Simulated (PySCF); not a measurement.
Vertical excitations of a molecule CH₇FOSi₂ from TDDFT-PBE/def2-SVPD (PySCF), as energy in eV (oscillator strength): 5.88 (0.000), 6.13 (0.000), 6.73 (0.002), 6.90 (0.000), 6.94 (0.022), 7.12 (0.005), 7.15 (0.042), 7.37 (0.003), 7.40 (0.034), 7.42 (0.028). Lowest triplet (TDA): 5.64 eV. Geometry optimised at B3LYP-D3(BJ)/def2-SVP. One conformer was computed; it need not be the lowest.

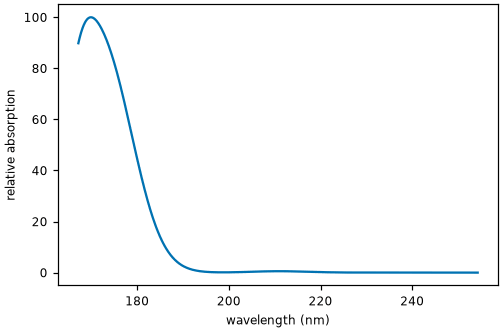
The lines broadened by 0.4 eV.

Problem. Which molecule gave these data?
A) O[SiH2][SiH2]CF
B) F[SiH2]OC[SiH3]
C) FC[SiH2]O[SiH3]
D) C[Si@@H](O)[SiH2]F

Solution. C, FC[SiH2]O[SiH3]
